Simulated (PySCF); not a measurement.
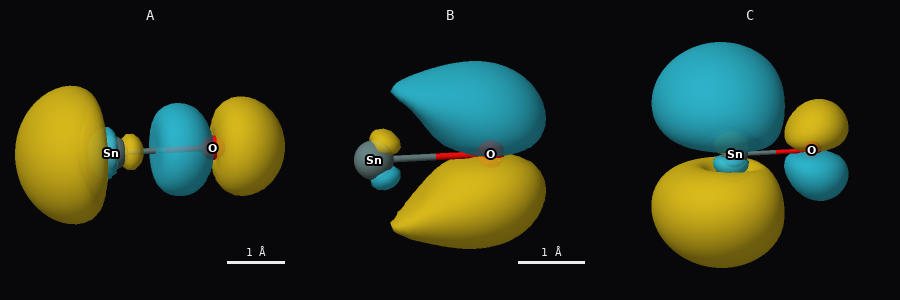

Figure. SnO. Three frontier orbitals, each drawn at the value that holds 80 % of its norm (yellow and cyan are the two phases), in no order; of a degenerate pair one member is drawn.

Core potentials replace the inner electrons of Sn.

Level of theory: PBE0/def2-SVPD, non-relativistic Hamiltonian with scalar-relativistic core potentials where named, at a bond length of 1.851 Å (PySCF 2.14.0).

Q: Name the orbitals and rank them from lowest to highest energy.

A: Orbital B: π, occupied, −7.89 eV; mainly on O (75 %).
Orbital A: σ, occupied, −7.80 eV; shared between the atoms (Sn 45 %, O 55 %).
Orbital C: π, empty, −2.42 eV; mainly on Sn (85 %).
